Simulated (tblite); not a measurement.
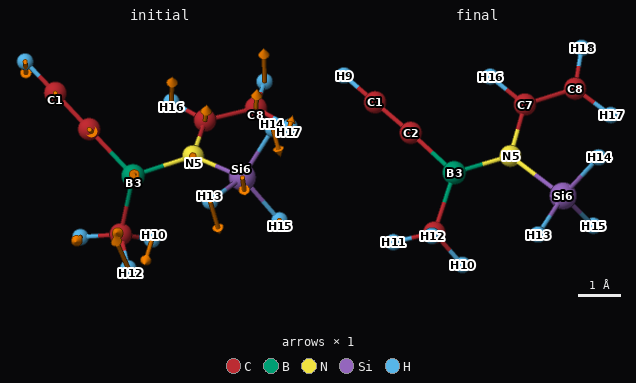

The structure of C5H10BNSi before (left) and after (right) a relaxation, at one scale. The orange arrows give the displacements, at their true length.

The picture is a ball-and-stick view, seen at a tilt.

All numbers below come from tblite, GFN2-xTB geometry optimisation, gas phase. 

> What changed between the two?

An H atom moves most after the best rigid fit: 1.39 Å. By element the largest moves are H 1.39 Å, C 0.99 Å, Si 0.78 Å, B 0.36 Å, N 0.17 Å. Near-neighbour distances that change, for instance: B–N 1.530 → 1.421 Å, B–C 1.560 → 1.520 Å, C–H 1.125 → 1.090 Å, C–N 1.432 → 1.397 Å. Among the angles between lasting bonds that change: Si–N–C 124.3° → 117.6°, H–C–H 113.5° → 106.9°, C–B–N 115.6° → 122.3°. The energy falls by 0.957 eV in 151 geometry steps. Cost: 1.9 s on 1 thread of Arm Neoverse N1, on a shared host.
